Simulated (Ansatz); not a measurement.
F2Ge···HF

Input

```
crystal:
  periodic: [false, false, false]
  atoms:
    - { symbol: Ge, position_ang: [-0.746105, -3.0e-06, 0.212365] }
    - { symbol: H, position_ang: [1.612291, 0.00022, 1.636574] }
    - { symbol: F, position_ang: [2.057497, -0.000257, 0.829015] }
    - { symbol: F, position_ang: [-0.86522, 1.327763, -0.916586] }
    - { symbol: F, position_ang: [-0.865063, -1.327723, -0.916667] }
basis:
  gaussian: { orbitals: def2-SVP }
hamiltonian:
  xc: pbe0
relax:
  f_tol: 0.03
  max_steps: 50
output:
  orbitals: {}
```

Command:

```sh
ansatz run input.yaml --threads 1 --pin off --max-ram 2048MiB --backend cpu --events-out ev --progress --plain --runs-dir out
```

The fields are those of the run's last geometry, not of the input's.

Computed with RKS PBE0/def2-SVP in Ansatz 0.2.0.

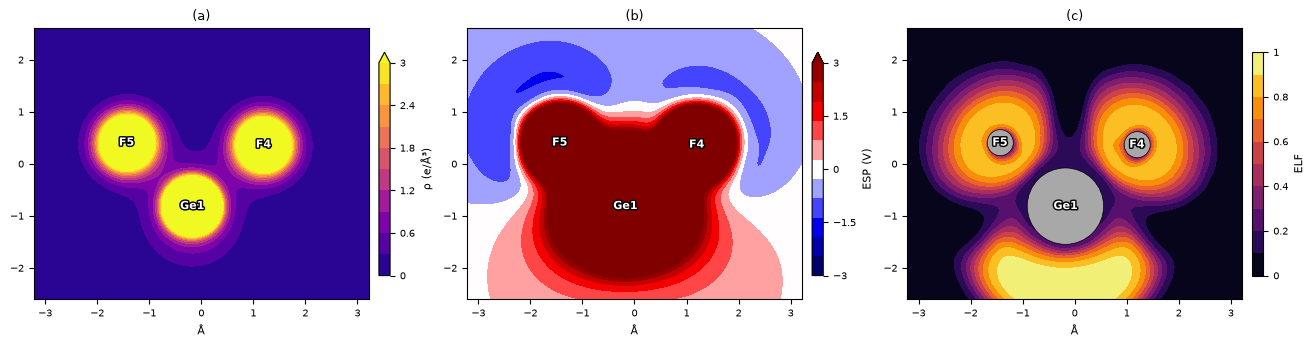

Figure 1. (a) total electron density; (b) electrostatic potential; (c) electron localisation function on the plane of atoms F4, Ge1 and F5. Grey discs cover the atomic cores in the ELF map.

### Describe what can be read from this map.

The plane passes through Ge and F nuclei.
Ge–F (1.75 Å): the density is about 0.89 e/Å³ at the midpoint; the ELF peaks at about 0.80 in the valence shell of F, 0.5 Å from its nucleus, and is about 0.20 at the midpoint.
Ge–F (1.82 Å): ρ at the midpoint is about 0.76 e/Å³; the ELF peaks at about 0.85 in the valence shell of F, 0.5 Å from its nucleus, and is about 0.20 at the midpoint.
The ELF also peaks beside F5 and F4, away from the bonds: lone-pair regions.
Outside the dense part of the complex the potential is most negative (−1.4 V) near F5.

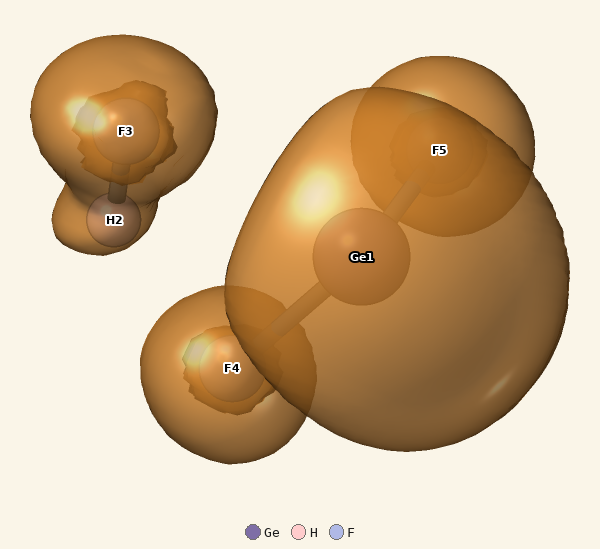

Figure 2. Isosurface of the ELF at 0.75 (orange), seen across its widest extent. Core shells and regions of very low density are left out.

### Identify the bonds, lone pairs and shells in this picture.

The surface consists of one lobe on Ge, pointing away from the bonds (lone pairs), two regions wrapped around F (the valence shell of each) and one joined region spread over several atoms (F, H), in which their bonds and any lone pairs are merged. Profiles from the grid: Ge1···F3 (2.34 Å): the ELF dips to about 0.15 between them.

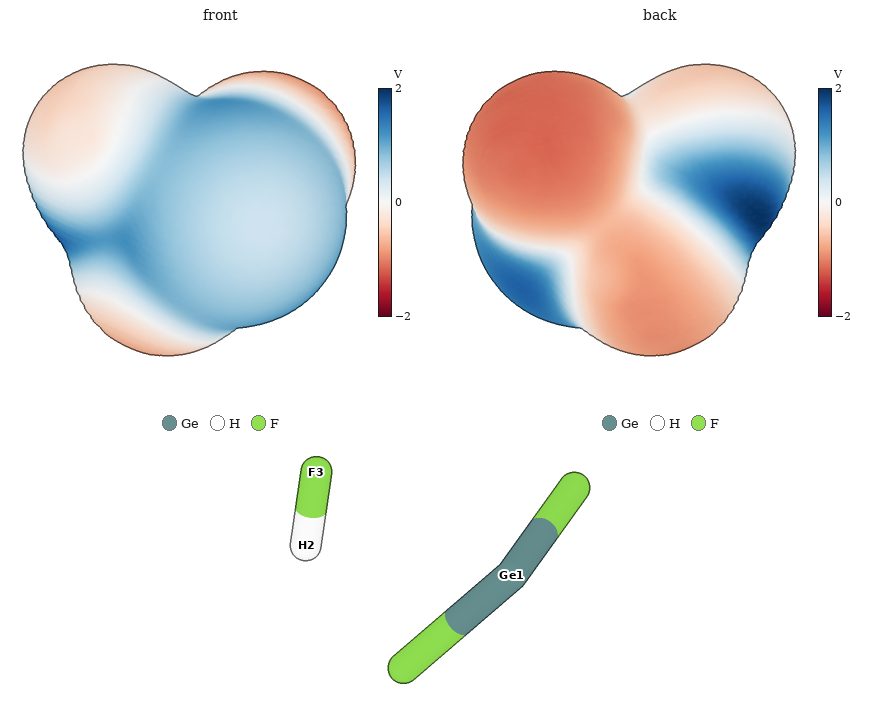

Figure 3. The molecular electrostatic potential painted on the density surface at 0.001 e/bohr³, seen from the front and from behind; red is negative and blue positive. The bare structure is drawn below in the same view.

### Which sites attract a positive test charge, and which a negative one?

A positive charge is drawn to the negative regions and a negative charge to the positive ones. The most negative region (about −1.2 V) lies over F5, the most positive (about +1.9 V) over H2.
